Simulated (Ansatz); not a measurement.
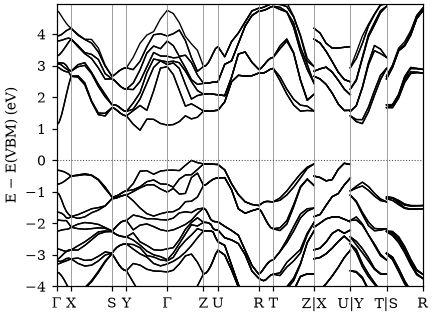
Figure. Band structure from plane-wave PAW r²SCAN+D4 with spin–orbit coupling (Ansatz code)

Q: Read off the gap and where the band edges lie.

A: About 1.0 eV (0.95 eV by a search for the band edges); maximum on the Γ–Z line, 65 % of the way from Γ, minimum on the Y–Γ line, 32 % of the way from Y.

The material is SnSe in space group Pnma (No. 62; Sn on 4c, Se on 4c).

The cell was relaxed with r²SCAN+D4 under the symmetry of its start.

Potentials: the earlier of the program's two PAW sets. The files were generated under PBE; for other functionals the program regenerates the frozen cores, and for LDA and PBEsol the local potential too.
